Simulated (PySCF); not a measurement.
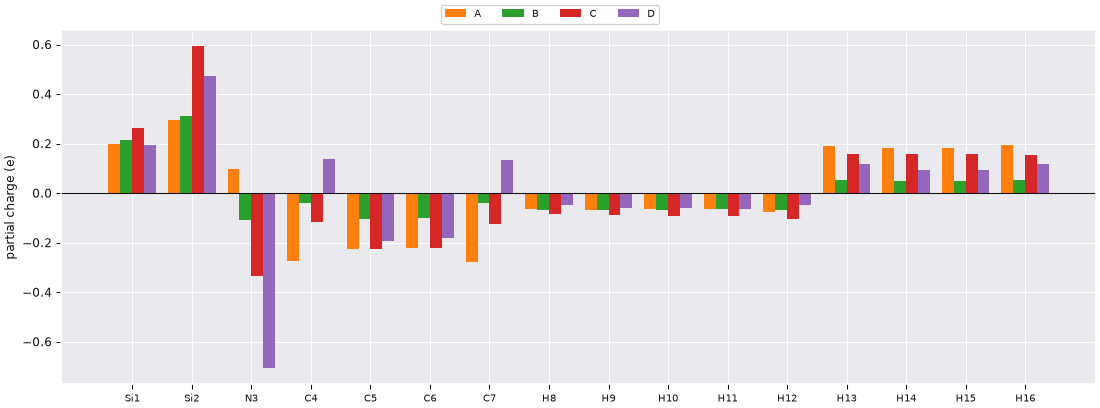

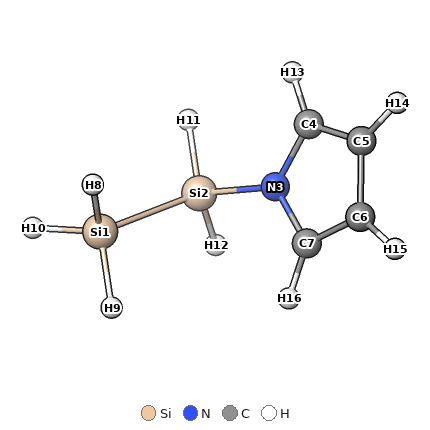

Atomic charges of C₄H₉NSi₂, SMILES [SiH3][SiH2]n1cccc1 by 4 schemes, PBE0/pcSseg-1 (IEF-PCM cyclohexane) in PySCF, at a PBE0-D3(BJ)/def2-SVP geometry (no frequency check).

> The schemes are ESP fit, Hirshfeld, IAO and Mulliken. Which series is which?

A: ESP fit (N3 0.10 e); B: Hirshfeld (N3 −0.11 e); C: IAO (N3 −0.33 e); D: Mulliken (N3 −0.71 e).

Note: one conformer of a flexible molecule.
